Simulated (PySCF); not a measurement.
# C2H3B: NMR shifts at several levels of theory

How much do the NMR shifts of C2H3B (`BC#C`) depend on the level of theory, and what does each level cost?

The runs use PySCF 2.14.0, with density-fitted response routines of our own; the level of theory stands in each step. All values are computed, except where a source is named. Atoms count from 0, in the outputs and in this text.

## 1. The molecule as given

6 atoms, charge 0, multiplicity 1; geometry from: PBE0-D3(BJ)/def2-SVP.

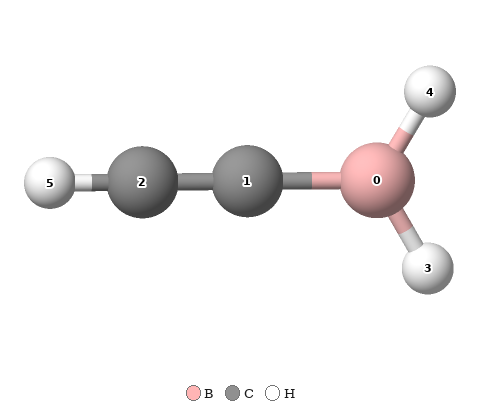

As it starts; boron pink, carbon grey, hydrogen white, atoms numbered; sticks join atoms by distance.

## 2. NMR shieldings: PBE0/pcSseg-2

Job settings and geometry (Å):

```
{"job": {"kind": "nmr", "xc": "PBE0", "basis": "pcSseg-2", "pop": false}, "charge": 0, "multiplicity": 1}
B     -0.991660    -0.203232    -0.192359
C      0.445506     0.150931     0.097846
C      1.608916     0.440931     0.328829
H     -1.626959     0.451033    -0.982898
H     -1.505250    -1.141912     0.365511
H      2.634210     0.693293     0.534876
```

Method: GIAO PBE0/pcSseg-2 NMR shielding, non-relativistic, gas phase.

Started as:

```
$ OMP_NUM_THREADS=1 python probes_run.py task.json out
```

The driver reads the jobs from task.json and runs them one after another.

Log:

```text
coarse grid: 5120 points
cycle   1  E = -102.6422473175  dE =  1.145e-01  |g| = 3.075e-01  |ddm| = 1.740e+00
cycle   2  E = -102.6276855243  dE =  1.456e-02  |g| = 3.802e-01  |ddm| = 6.262e-01
cycle   3  E = -102.6620122336  dE = -3.433e-02  |g| = 1.399e-01  |ddm| = 3.299e-01
cycle   4  E = -102.6668114212  dE = -4.799e-03  |g| = 2.939e-02  |ddm| = 1.195e-01
cycle   5  E = -102.6670622575  dE = -2.508e-04  |g| = 5.368e-03  |ddm| = 2.863e-02
cycle   6  E = -102.6670725923  dE = -1.033e-05  |g| = 6.521e-04  |ddm| = 6.493e-03
cycle   7  E = -102.6670727292  dE = -1.369e-07  |g| = 1.264e-04  |ddm| = 7.910e-04
final grid: 49744 points
cycle   8  E = -102.6720104034  dE = -3.760e-05  |g| = 3.401e-03  |ddm| = 3.062e-02
cycle   9  E = -102.6720109546  dE = -5.512e-07  |g| = 3.154e-03  |ddm| = 8.337e-03
cycle  10  E = -102.6720138327  dE = -2.878e-06  |g| = 4.050e-04  |ddm| = 3.875e-03
cycle  11  E = -102.6720138639  dE = -3.120e-08  |g| = 2.363e-04  |ddm| = 4.333e-04
cycle  12  E = -102.6720138762  dE = -1.233e-08  |g| = 1.264e-04  |ddm| = 2.207e-04
cycle  13  E = -102.6720138802  dE = -3.987e-09  |g| = 6.179e-06  |ddm| = 9.481e-05
cycle  14  E = -102.6720138802  dE = -1.523e-11  |g| = 8.952e-07  |ddm| = 7.423e-06
converged SCF energy = -102.6720138802

GIAO shielding tensors (ppm)
atom      isotropic    diamagn.    paramagn.     s11        s22        s33       span
  0 B       27.063     195.387    -168.324    -48.938     -4.879    135.007    183.945
  1 C       83.288     264.134    -180.846    -23.655    -22.046    295.566    319.220
  2 C       33.555     263.502    -229.947     -4.507     20.451     84.721     89.228
  3 H       24.479      28.432      -3.953     20.303     26.412     26.723      6.421
  4 H       24.491      28.516      -4.025     20.318     26.422     26.732      6.414
  5 H       25.471      31.866      -6.396     24.364     25.021     27.028      2.664
```

Wall time 4.2 s (1 thread of Arm Neoverse V2, shared host); peak memory 0.61 GiB.

Shifts follow as δ = σ(reference) − σ, with reference shieldings (ppm) from runs at the same level and on the same kind of geometry: ¹H TMS 31.25, ¹³C TMS 184.1, ¹¹B BF3·OEt2 99.1. The references are single molecules in the gas phase. Atoms listed in one row are averaged.

```tsv
atoms	environment	σ (ppm)	δ (ppm)
C2	terminal alkyne carbon	33.6	150.6
C1	alkyne carbon	83.3	100.8
H3, H4	hydrogen on a boron bonded to C	24.49	6.76
H5	hydrogen on a terminal alkyne carbon	25.47	5.77
B0	boron bonded to C, 2 H	27.1	72.0
```

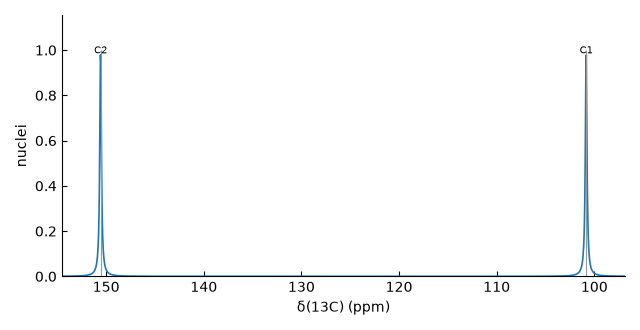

¹³C lines at the computed shifts, without couplings. Lines are broadened to a width of 0.20 ppm (Lorentzian).

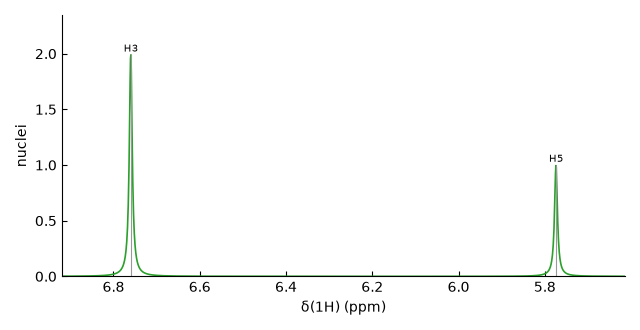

¹H lines at the computed shifts, without couplings. Lines are broadened to a width of 0.01 ppm (Lorentzian).

## 3. NMR shieldings: mPW1PW91/pcSseg-2

Same as in step 2 but for these lines:

```diff
@@ -1,2 +1,2 @@
-{"job": {"kind": "nmr", "xc": "PBE0", "basis": "pcSseg-2", "pop": false}, "charge": 0, "multiplicity": 1}
+{"job": {"kind": "nmr", "xc": "mPW1PW91", "basis": "pcSseg-2", "pop": false}, "charge": 0, "multiplicity": 1}
 B     -0.991660    -0.203232    -0.192359
```

Level: GIAO mPW1PW91/pcSseg-2 NMR shielding, non-relativistic, gas phase.

Log:

```text
coarse grid: 5120 points
cycle   1  E = -102.7515017155  dE =  1.140e-01  |g| = 3.099e-01  |ddm| = 1.722e+00
cycle   2  E = -102.7373257308  dE =  1.418e-02  |g| = 3.803e-01  |ddm| = 6.170e-01
cycle   3  E = -102.7716632872  dE = -3.434e-02  |g| = 1.397e-01  |ddm| = 3.343e-01
cycle   4  E = -102.7764618764  dE = -4.799e-03  |g| = 2.956e-02  |ddm| = 1.171e-01
cycle   5  E = -102.7767160208  dE = -2.541e-04  |g| = 5.290e-03  |ddm| = 2.834e-02
cycle   6  E = -102.7767261035  dE = -1.008e-05  |g| = 6.462e-04  |ddm| = 6.128e-03
cycle   7  E = -102.7767262407  dE = -1.371e-07  |g| = 1.291e-04  |ddm| = 7.837e-04
final grid: 49744 points
cycle   8  E = -102.7816980605  dE = -3.357e-05  |g| = 2.529e-03  |ddm| = 3.426e-02
cycle   9  E = -102.7816986144  dE = -5.539e-07  |g| = 2.122e-03  |ddm| = 5.657e-03
cycle  10  E = -102.7816998927  dE = -1.278e-06  |g| = 4.739e-04  |ddm| = 2.565e-03
cycle  11  E = -102.7816999209  dE = -2.825e-08  |g| = 3.196e-04  |ddm| = 5.569e-04
cycle  12  E = -102.7816999447  dE = -2.374e-08  |g| = 9.257e-05  |ddm| = 2.599e-04
cycle  13  E = -102.7816999473  dE = -2.567e-09  |g| = 5.999e-06  |ddm| = 6.892e-05
cycle  14  E = -102.7816999473  dE = -1.305e-11  |g| = 7.129e-07  |ddm| = 6.240e-06
converged SCF energy = -102.7816999473

GIAO shielding tensors (ppm)
atom      isotropic    diamagn.    paramagn.     s11        s22        s33       span
  0 B       28.015     195.416    -167.400    -46.576     -3.847    134.469    181.046
  1 C       83.135     263.841    -180.706    -23.749    -22.503    295.656    319.405
  2 C       33.864     263.837    -229.974     -5.215     19.781     87.026     92.241
  3 H       24.594      28.512      -3.918     20.483     26.504     26.795      6.311
  4 H       24.605      28.597      -3.992     20.498     26.514     26.803      6.305
  5 H       25.580      31.821      -6.241     24.427     25.070     27.242      2.816
```

Run time: 4.3 s. Hardware: 1 thread of Arm Neoverse V2, shared host; peak memory 0.61 GiB.

This run: δ C2 149.7, C1 100.4, B0 71.1, H3 6.69, H5 5.71 ppm (means over like atoms).

## 4. NMR shieldings: WP04/pcSseg-2

Same as in step 3 but for these lines:

```diff
@@ -1,2 +1,2 @@
-{"job": {"kind": "nmr", "xc": "mPW1PW91", "basis": "pcSseg-2", "pop": false}, "charge": 0, "multiplicity": 1}
+{"job": {"kind": "nmr", "xc": "WP04", "basis": "pcSseg-2", "pop": false}, "charge": 0, "multiplicity": 1}
 B     -0.991660    -0.203232    -0.192359
```

With the program's defaults for keys left out, this is: GIAO WP04/pcSseg-2 NMR shielding, non-relativistic, gas phase.

Log:

```text
coarse grid: 5120 points
cycle   1  E = -105.4737543174  dE =  8.100e-02  |g| = 4.391e-01  |ddm| = 1.853e+00
cycle   2  E = -105.4368396294  dE =  3.691e-02  |g| = 5.582e-01  |ddm| = 9.716e-01
cycle   3  E = -105.5124929718  dE = -7.565e-02  |g| = 2.191e-01  |ddm| = 5.144e-01
cycle   4  E = -105.5242474429  dE = -1.175e-02  |g| = 4.725e-02  |ddm| = 1.702e-01
cycle   5  E = -105.5248960017  dE = -6.486e-04  |g| = 1.118e-02  |ddm| = 4.367e-02
cycle   6  E = -105.5249406292  dE = -4.463e-05  |g| = 1.275e-03  |ddm| = 1.206e-02
cycle   7  E = -105.5249411182  dE = -4.890e-07  |g| = 2.613e-04  |ddm| = 1.467e-03
final grid: 49744 points
cycle   8  E = -105.5356994795  dE = -5.931e-05  |g| = 3.881e-03  |ddm| = 2.756e-02
cycle   9  E = -105.5356988026  dE =  6.769e-07  |g| = 4.069e-03  |ddm| = 9.539e-03
cycle  10  E = -105.5357032532  dE = -4.451e-06  |g| = 1.320e-03  |ddm| = 4.733e-03
cycle  11  E = -105.5357035308  dE = -2.776e-07  |g| = 9.202e-04  |ddm| = 1.277e-03
cycle  12  E = -105.5357037468  dE = -2.160e-07  |g| = 1.180e-04  |ddm| = 6.329e-04
cycle  13  E = -105.5357037507  dE = -3.916e-09  |g| = 1.103e-05  |ddm| = 1.350e-04
cycle  14  E = -105.5357037507  dE = -3.914e-11  |g| = 1.228e-06  |ddm| = 1.291e-05
converged SCF energy = -105.5357037507

GIAO shielding tensors (ppm)
atom      isotropic    diamagn.    paramagn.     s11        s22        s33       span
  0 B       29.226     192.738    -163.513    -35.881     -0.926    124.484    160.365
  1 C       77.541     264.590    -187.049    -27.356    -26.882    286.861    314.217
  2 C       36.659     266.089    -229.430    -11.744     12.524    109.195    120.939
  3 H       25.822      28.953      -3.131     22.315     27.568     27.582      5.267
  4 H       25.832      29.032      -3.200     22.328     27.576     27.593      5.265
  5 H       26.651      31.185      -4.534     25.047     25.558     29.349      4.302
```

It took 4.3 s on 1 thread of Arm Neoverse V2, shared host; peak memory 0.61 GiB.

This run: δ C2 135.4, C1 94.6, B0 65.0, H3 5.78, H5 4.96 ppm (means over like atoms).

## 5. NMR shieldings: B97-2/pcSseg-2

Same as in step 4 but for these lines:

```diff
@@ -1,2 +1,2 @@
-{"job": {"kind": "nmr", "xc": "WP04", "basis": "pcSseg-2", "pop": false}, "charge": 0, "multiplicity": 1}
+{"job": {"kind": "nmr", "xc": "B97-2", "basis": "pcSseg-2", "pop": false}, "charge": 0, "multiplicity": 1}
 B     -0.991660    -0.203232    -0.192359
```

With the program's defaults for keys left out, this is: GIAO B97-2/pcSseg-2 NMR shielding, non-relativistic, gas phase.

Log:

```text
coarse grid: 5120 points
cycle   1  E = -102.7453509533  dE =  1.075e-01  |g| = 3.159e-01  |ddm| = 1.753e+00
cycle   2  E = -102.7277138791  dE =  1.764e-02  |g| = 3.991e-01  |ddm| = 6.433e-01
cycle   3  E = -102.7656256293  dE = -3.791e-02  |g| = 1.508e-01  |ddm| = 3.498e-01
cycle   4  E = -102.7713068180  dE = -5.681e-03  |g| = 3.076e-02  |ddm| = 1.252e-01
cycle   5  E = -102.7715873993  dE = -2.806e-04  |g| = 5.721e-03  |ddm| = 2.941e-02
cycle   6  E = -102.7715993842  dE = -1.198e-05  |g| = 7.231e-04  |ddm| = 7.052e-03
cycle   7  E = -102.7715995482  dE = -1.641e-07  |g| = 1.396e-04  |ddm| = 7.964e-04
final grid: 49744 points
cycle   8  E = -102.7751083047  dE = -4.469e-05  |g| = 2.087e-03  |ddm| = 7.862e-02
cycle   9  E = -102.7751082744  dE =  3.031e-08  |g| = 1.976e-03  |ddm| = 3.560e-03
cycle  10  E = -102.7751089559  dE = -6.815e-07  |g| = 1.413e-03  |ddm| = 1.969e-03
cycle  11  E = -102.7751094805  dE = -5.246e-07  |g| = 1.033e-04  |ddm| = 1.062e-03
cycle  12  E = -102.7751094833  dE = -2.770e-09  |g| = 2.637e-05  |ddm| = 1.369e-04
cycle  13  E = -102.7751094835  dE = -2.234e-10  |g| = 7.441e-06  |ddm| = 2.991e-05
converged SCF energy = -102.7751094835

GIAO shielding tensors (ppm)
atom      isotropic    diamagn.    paramagn.     s11        s22        s33       span
  0 B       32.840     195.803    -162.964    -37.459      1.731    134.247    171.706
  1 C       85.306     263.838    -178.532    -18.212    -17.500    291.630    309.842
  2 C       39.539     263.965    -224.426     -0.840     23.702     95.756     96.595
  3 H       24.796      28.583      -3.788     20.881     26.602     26.904      6.023
  4 H       24.807      28.674      -3.867     20.895     26.613     26.912      6.017
  5 H       25.783      32.045      -6.262     24.473     25.102     27.773      3.301
```

Run time: 4 s. Hardware: 1 thread of Arm Neoverse V2, shared host; peak memory 0.59 GiB.

This run: δ C2 143.9, C1 98.2, B0 67.3, H3 6.56, H5 5.58 ppm (means over like atoms).

## 6. Shielding tensors: BHandHLYP/pcSseg-2

Same as in step 5 but for these lines:

```diff
@@ -1,2 +1,2 @@
-{"job": {"kind": "nmr", "xc": "B97-2", "basis": "pcSseg-2", "pop": false}, "charge": 0, "multiplicity": 1}
+{"job": {"kind": "nmr", "xc": "BHandHLYP", "basis": "pcSseg-2", "pop": false}, "charge": 0, "multiplicity": 1}
 B     -0.991660    -0.203232    -0.192359
```

With the program's defaults for keys left out, this is: GIAO BHandHLYP/pcSseg-2 NMR shielding, non-relativistic, gas phase.

Log:

```text
coarse grid: 5120 points
cycle   1  E = -102.7253370437  dE =  1.494e-01  |g| = 2.674e-01  |ddm| = 1.738e+00
cycle   2  E = -102.7337206801  dE = -8.384e-03  |g| = 2.268e-01  |ddm| = 5.503e-01
cycle   3  E = -102.7453361199  dE = -1.162e-02  |g| = 8.192e-02  |ddm| = 2.166e-01
cycle   4  E = -102.7468540206  dE = -1.518e-03  |g| = 2.960e-02  |ddm| = 8.137e-02
cycle   5  E = -102.7470965048  dE = -2.425e-04  |g| = 2.555e-03  |ddm| = 3.417e-02
cycle   6  E = -102.7470997042  dE = -3.199e-06  |g| = 5.670e-04  |ddm| = 4.884e-03
final grid: 49744 points
cycle   7  E = -102.7529754751  dE = -1.375e-05  |g| = 1.439e-03  |ddm| = 1.837e-02
cycle   8  E = -102.7529757287  dE = -2.536e-07  |g| = 1.134e-03  |ddm| = 2.789e-03
cycle   9  E = -102.7529760697  dE = -3.410e-07  |g| = 3.283e-04  |ddm| = 1.575e-03
cycle  10  E = -102.7529760949  dE = -2.518e-08  |g| = 2.006e-04  |ddm| = 3.541e-04
cycle  11  E = -102.7529761081  dE = -1.319e-08  |g| = 3.103e-05  |ddm| = 1.689e-04
cycle  12  E = -102.7529761097  dE = -1.643e-09  |g| = 1.032e-05  |ddm| = 6.792e-05
cycle  13  E = -102.7529761098  dE = -1.256e-10  |g| = 1.573e-06  |ddm| = 2.198e-05
converged SCF energy = -102.7529761098

GIAO shielding tensors (ppm)
atom      isotropic    diamagn.    paramagn.     s11        s22        s33       span
  0 B       33.604     194.715    -161.111    -36.770      2.064    135.518    172.288
  1 C       90.910     262.540    -171.630    -22.502    -19.417    314.651    337.153
  2 C       35.250     262.138    -226.887     -5.605     20.773     90.583     96.188
  3 H       25.039      28.507      -3.467     21.276     26.860     26.983      5.707
  4 H       25.051      28.597      -3.546     21.290     26.869     26.994      5.705
  5 H       25.739      32.338      -6.599     24.459     25.025     27.731      3.272
```

It took 4.1 s on 1 thread of Arm Neoverse V2, shared host; peak memory 0.59 GiB.

In short: δ C2 149.0, C1 93.4, B0 70.0, H3 6.40, H5 5.71 ppm (means over like atoms).

(Part 1 of 2 ends here.)
